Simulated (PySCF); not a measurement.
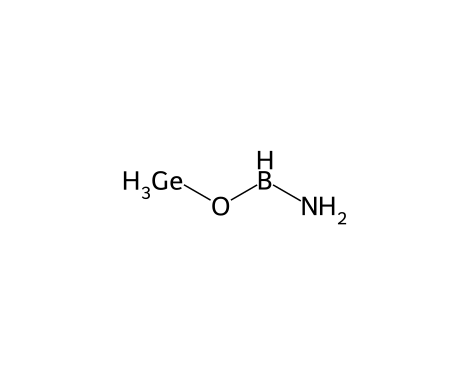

Structural formula above. Computed geometry: PBE0-D3(BJ)/def2-SVP optimisation. No frequency run is at hand to confirm it as a minimum.

Describe the 3D structure.

The molecule is BGeH₆NO. Its SMILES string is `NB[O][GeH3]`. Among its groups: B–H bond. The point group is Cs. Coordination: 1 N trigonal planar; 1 B trigonal planar; 1 O bent; 1 Ge tetrahedral.

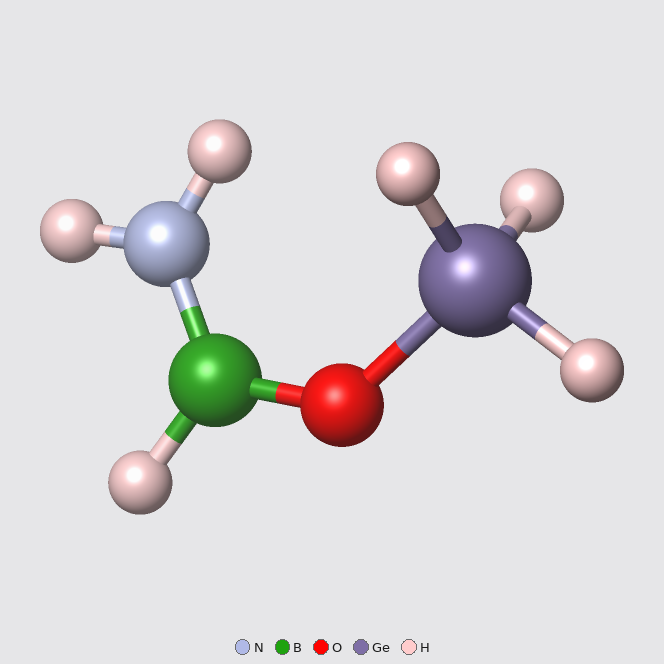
